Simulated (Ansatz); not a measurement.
```xyz
5

C    -1.0697    0.2316   -0.2211
F     0.7080   -1.3887   -0.9452
Mg    1.5926   -0.8910    0.5169
O    -0.3546    0.4464    0.6988
O    -1.8390    0.0958   -1.0777
```

Geometry: B3LYP/6-31G*.

These are results of isolated molecule in a Gaussian basis; Kohn-Sham density functional theory, functional PBE0 in Ansatz 0.2.0, not measurements.

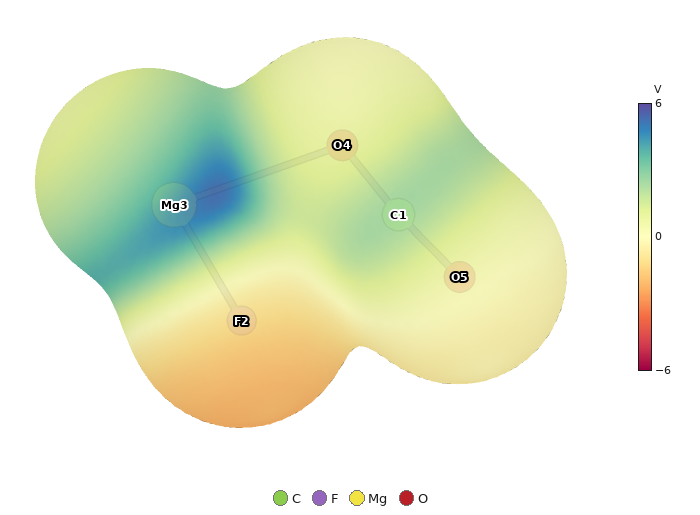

CFMgO₂ (SMILES O=[C][O][Mg][F]) (doublet). The molecular electrostatic potential painted on the density surface at 0.004 e/bohr³, seen across its widest extent; the colour scale runs from red (negative) to blue (positive).

Which sites attract a positive test charge, and which a negative one?

A positive charge is drawn to the negative regions and a negative charge to the positive ones. The most negative region (about −2.2 V) lies over F2, the most positive (about +5.1 V) over Mg3.

What dipole moment does the calculation give?

Its dipole moment is 2.50 D.
